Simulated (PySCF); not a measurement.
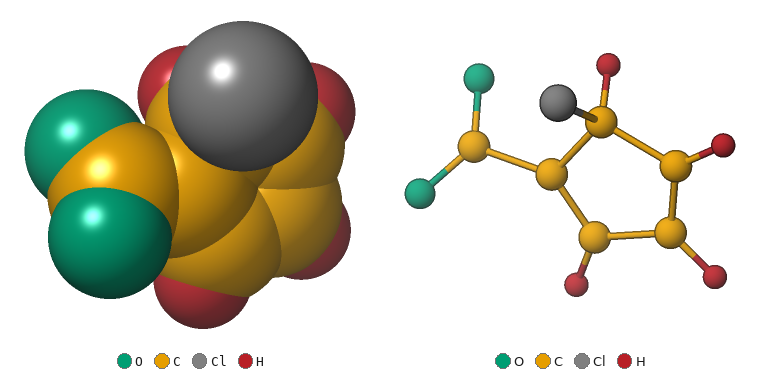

Both panels show the same species.

Charge −1, singlet. The computed structure is the end point of a GFN2-xTB optimisation. No frequency run is at hand to confirm it as a minimum.

Describe the molecule.

Formula C6H4ClO2(-). Its SMILES string is `O=C([O-])C1=CC=C[C@@H]1Cl`. Independent rings (smallest set): 1 of 5 members. Among its groups: alkene, C–Cl bond. The point group is C1. Coordination: 5 C trigonal planar; 1 C tetrahedral.

The parts below concern this one geometry. Atoms keep their numbers from picture to picture.

## Shape

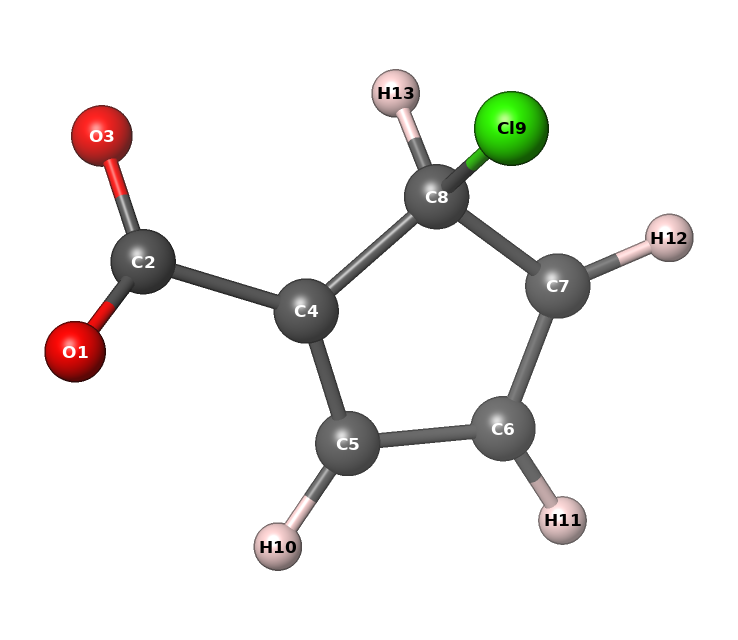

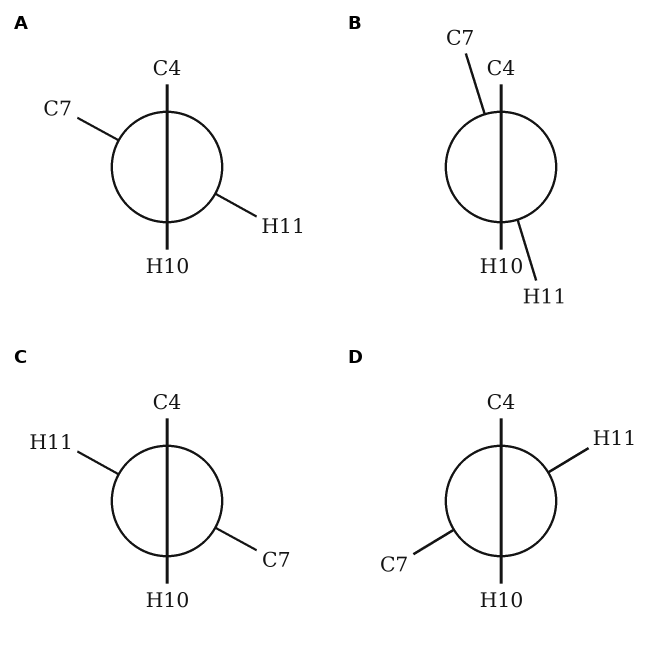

Distant atoms are faded towards the background colour. Bonds that would overlap in a projection are set slightly apart. No frequency run is at hand to confirm it as a minimum.

> Which Newman projection shows the view along C5–C6, with C5 in front?

B. The torsion angle C4–C5–C6–C7 is −1°, synperiplanar (eclipsed).

## Electronic properties

No frequency run is at hand to confirm it as a minimum. Properties computed with PBE0/def2-SVPD, gas phase (PySCF 2.14.0).

What does the calculation give?

- HOMO energy (Kohn–Sham orbital): −1.98 eV
- mean static polarisability: 97.5 bohr³

## Bond orders

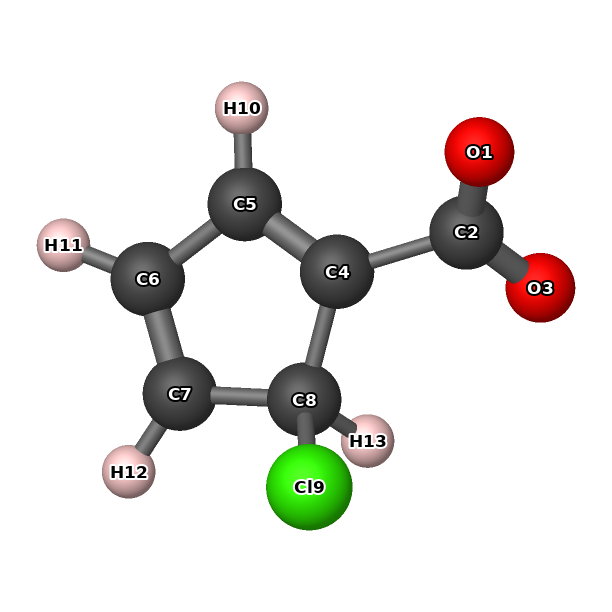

The thickness of each stick grows with its Mayer bond order. No frequency run is at hand to confirm it as a minimum. Method: PBE0/pcSseg-1 (PySCF 2.14.0).

List the Mayer bond orders of O1–C2, C2–O3, C2–C4, C4–C5, C4–C8, C5–C6, C5–H10, C6–C7, C6–H11, C7–C8, C7–H12, C8–Cl9, C8–H13.

```tsv
bond	Mayer order	length (Å)
O1–C2	1.79	1.231
C2–O3	1.71	1.241
C2–C4	0.83	1.553
C4–C5	1.73	1.345
C4–C8	0.94	1.504
C5–C6	1.08	1.452
C5–H10	0.99	1.075
C6–C7	1.77	1.338
C6–H11	0.98	1.079
C7–C8	0.99	1.496
C7–H12	0.98	1.075
C8–Cl9	0.98	1.781
C8–H13	0.90	1.093
```

## NMR shielding

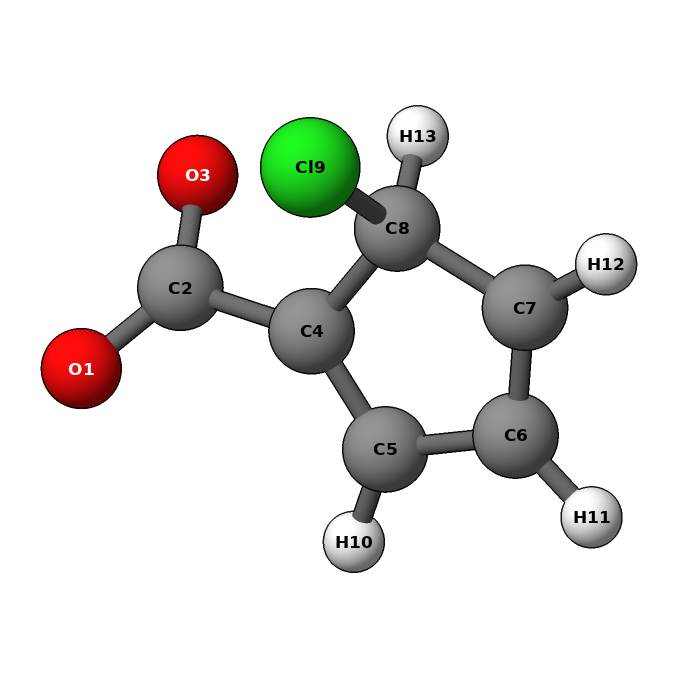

No frequency run is at hand to confirm it as a minimum. Properties computed with GIAO PBE0/pcSseg-1 NMR shielding, non-relativistic, gas phase (PySCF 2.14.0). Principal shieldings σ11 ≤ σ22 ≤ σ33, span Ω = σ33 − σ11, skew κ = 3(σiso − σ22)/Ω.

Give the shielding tensors of the Cl atoms.

```tsv
atom	σ11	σ22	σ33	σiso	Ω	κ
Cl9	737.8	787.1	1130.7	885.2	392.9	0.75
```

Shieldings and span in ppm.
